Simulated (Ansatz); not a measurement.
Single-point calculation of SiH₅O₃F

SiH₅O₃F, computed with RKS PBE0-D4/def2-TZVPP (Ansatz 0.2.0).

The geometry is the product side of a reaction. The reaction was set up to form Si1–F7 and H2–H6 and to break Si1–H2 and H6–F7 (atoms counted from 1 in the order of the input); sticks are drawn by distance alone. The geometry comes from this level: PBE0-D4/def2-TZVP.

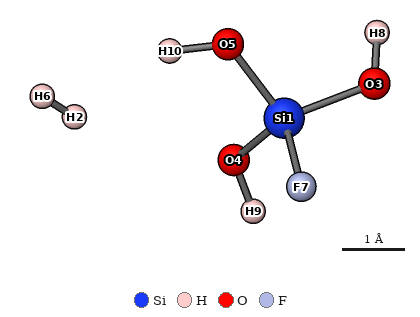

Figure 1. The structure as given in the input (ball-and-stick view, seen at a tilt; atoms are numbered from 1 in the order of the input). Bond lengths as drawn: F–Si 1.58 Å, H–H 0.75 Å, H–O 0.96 Å and O–Si 1.62 to 1.63 Å.

The input:
```yaml
crystal:
  periodic: [false, false, false]
  atoms:
    - {symbol: Si, position_ang: [0.251061, -0.332433, 0.771296]}
    - {symbol: H, position_ang: [-0.701495, 1.594250, -1.969426]}
    - {symbol: O, position_ang: [0.460921, -1.810310, 1.399697]}
    - {symbol: O, position_ang: [-1.240328, -0.029802, 0.187998]}
    - {symbol: O, position_ang: [1.291203, -0.104462, -0.448229]}
    - {symbol: H, position_ang: [-0.240146, 1.966143, -2.426487]}
    - {symbol: F, position_ang: [0.515117, 0.648785, 1.986849]}
    - {symbol: H, position_ang: [0.568357, -2.538749, 0.787361]}
    - {symbol: H, position_ang: [-1.961748, 0.049977, 0.813415]}
    - {symbol: H, position_ang: [1.056955, 0.556702, -1.102374]}
basis:
  gaussian: {orbitals: def2-TZVPP}
hamiltonian: {xc: pbe0, dispersion: d4}
output: {orbitals: {seedname: orbitals}}
```

Run as:
```bash
ansatz run in.yaml --threads 4 --pin off --events-out ev --progress --plain --max-ram 9574MiB
```

Output:
```
Functional definition: PBE0
  name "PBE0"
  cite "Adamo & Barone, J. Chem. Phys. 110, 6158 (1999) doi:10.1063/1.478522"
  cite "Perdew, Burke & Ernzerhof, Phys. Rev. Lett. 77, 3865 (1996) doi:10.1103/PhysRevLett.77.3865"
  parent pbe
  parameter a = 0.25
  parameter kappa = 0.804
  parameter beta = 0.06672455060314922
  exchange = (1 - a)*pbe_x(kappa = kappa, mu = beta*pi^2/3) + a*exact_x
  correlation = pbe_c(beta = beta)
1195 factors; their error is unknown
mean field evaluation 1: about -16803.4327 eV, gradient 8.7e1 eV
mean field evaluation 2: about -16791.9044 eV, gradient 1.2e2 eV
mean field evaluation 4: about -16814.6117 eV, gradient 4.3e0 eV
mean field evaluation 8: about -16814.6325 eV, gradient 2.4e-2 eV
mean field evaluation 16: about -16814.6751 eV, gradient 4.9e-5 eV
mean field -16814.67511588 eV, -617.9279131123 hartree, gradient 4.9e-5 eV, S^2 0.000000; 0 other end points of the search recorded, 0 dependent functions left out
reference -16814.67514584 eV, -617.9279142134 hartree; 26, 26 occupied and 210, 210 virtual orbitals, 1195 factors
Total energy: -16814.82298835 eV, -617.9333473255 hartree
```

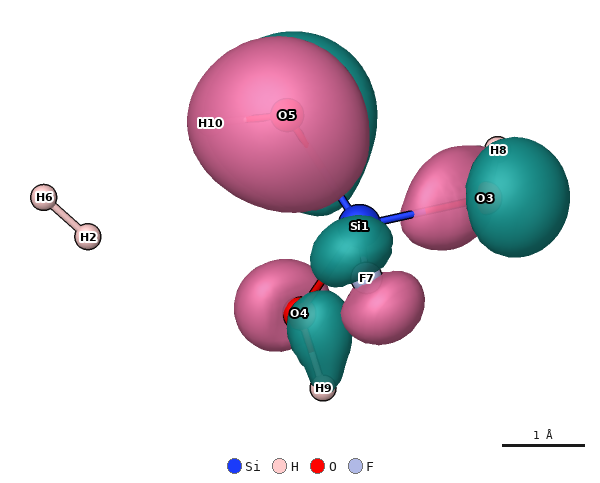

Figure 2. The HOMO−1 at ±0.1 Å⁻³ᐟ² (teal and pink are the two phases), seen face on. Its energy is −9.82 eV.

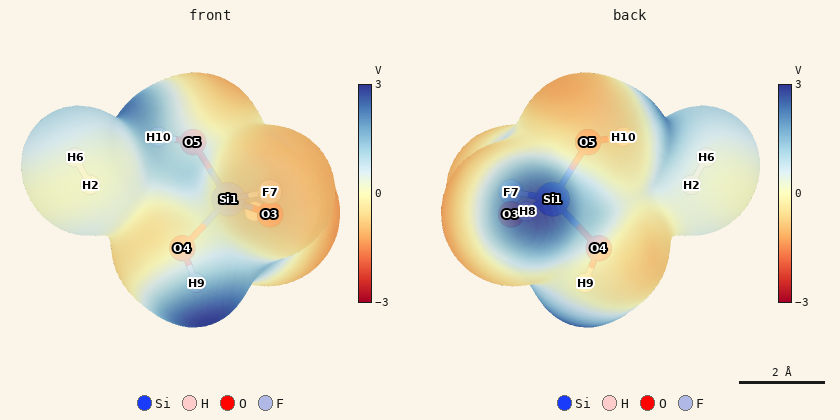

Figure 3. The electrostatic potential painted on the density surface at 0.002 e/bohr³, seen at a tilt and from behind; red is negative and blue positive.

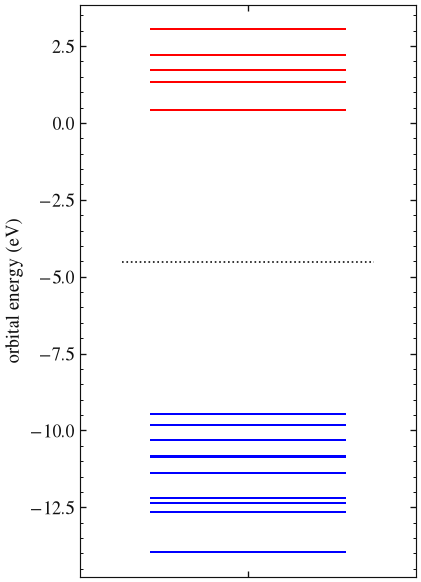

Figure 4. Orbital energies near the frontier; the dotted line parts filled from empty levels, and levels within 0.02 eV of each other stand side by side. Highest filled −9.48 eV, lowest empty 0.42 eV, 9.90 eV apart.

Summary:

- outcome: converged
- total energy: −16814.8230 eV
- mean-field energy: −16814.6751 eV
- dispersion energy: −0.1478 eV
- SCF solution under orbital rotations: stable
- HOMO: −9.48 eV
- LUMO: 0.42 eV
- hardware: 4 threads of Arm Neoverse V1, 23 GiB of memory available, shared host
- wall time: 2.3 s (CPU time 8.3 s)
- peak memory: 0.52 GiB
